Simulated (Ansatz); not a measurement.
# Al₃GaSb₄: what the fields show

```cif
data_structure
_symmetry_space_group_name_H-M 'P 1'
_symmetry_Int_Tables_number 1
_cell_length_a 6.2248
_cell_length_b 6.2248
_cell_length_c 6.2248
_cell_angle_alpha 90.000
_cell_angle_beta 90.000
_cell_angle_gamma 90.000
_cell_volume 241.20
loop_
_atom_site_label
_atom_site_type_symbol
_atom_site_fract_x
_atom_site_fract_y
_atom_site_fract_z
_atom_site_occupancy
Al1 Al 0.50000 0.00000 0.00000 1
Al2 Al 0.00000 0.00000 0.50000 1
Al3 Al 0.00000 0.50000 0.00000 1
Ga1 Ga 0.50000 0.50000 0.50000 1
Sb1 Sb 0.24990 0.75010 0.24990 1
Sb2 Sb 0.24990 0.24990 0.75010 1
Sb3 Sb 0.75010 0.75010 0.75010 1
Sb4 Sb 0.75010 0.24990 0.24990 1
```

Space group P-43m; a structure generated by program, which may or may not match a known phase.

These are results of Ansatz, DFT PBE, spin-orbit coupling, plane waves, PAW, not measurements.

Core electrons are frozen (PAW), and the valence fields are smoothed inside the atomic spheres.

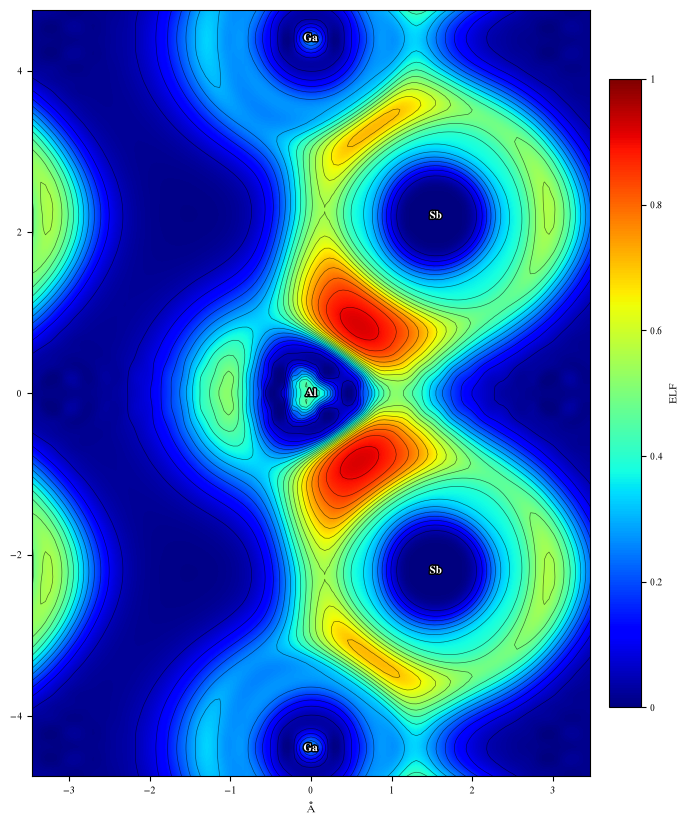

Figure 1. Electron localisation function on the (101̄) plane of the conventional cell.

What does the map show?

The section cuts through Al, Ga and Sb sites.
Al–Sb (2.70 Å): the ELF peaks at about 0.90 between the atoms; a shared electron pair.
Ga–Sb (2.70 Å): the ELF peaks at about 0.70 between the atoms.

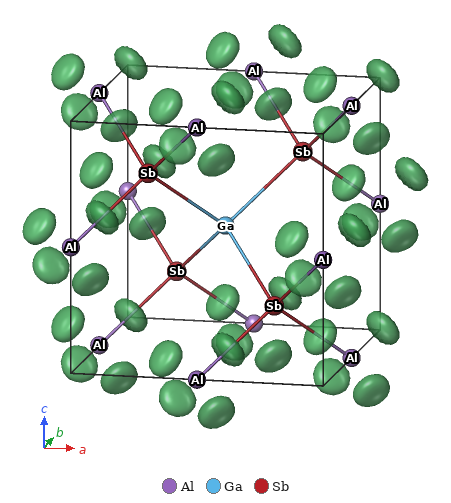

Figure 2. Isosurface of the ELF at 0.85 (green), seen slightly off an axis. Core shells and regions of very low density are left out. Sticks mark near contacts.

Identify the bonds, lone pairs and shells in this picture.

The surface consists of twelve regions between bonded Al–Sb atoms (shared pairs), counted in one cell of 8 atoms. Any copies at cell faces, edges or corners count once.
